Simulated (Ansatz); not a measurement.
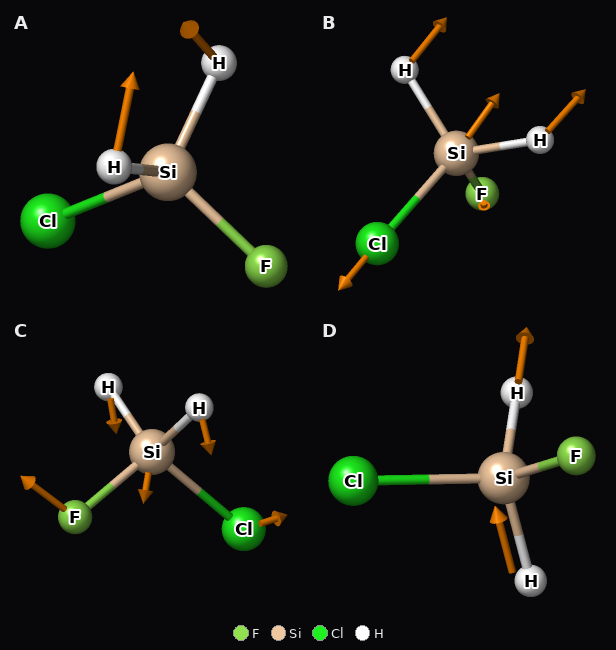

4 normal modes of one molecule or complex, as arrows. Harmonic vibrations computed with RKS PBE0-D4/def2-TZVP (Ansatz 0.2.0) at a stationary point of the same level.

### Match the panels to the wavenumbers 248 cm⁻¹, 566 cm⁻¹, 967 cm⁻¹, 2290 cm⁻¹.

A: 967 cm⁻¹, H–Si–H bending
B: 566 cm⁻¹, Cl–Si stretching
C: 248 cm⁻¹, Cl–Si–F bending
D: 2290 cm⁻¹, out-of-phase stretching of 2 Si–H bonds
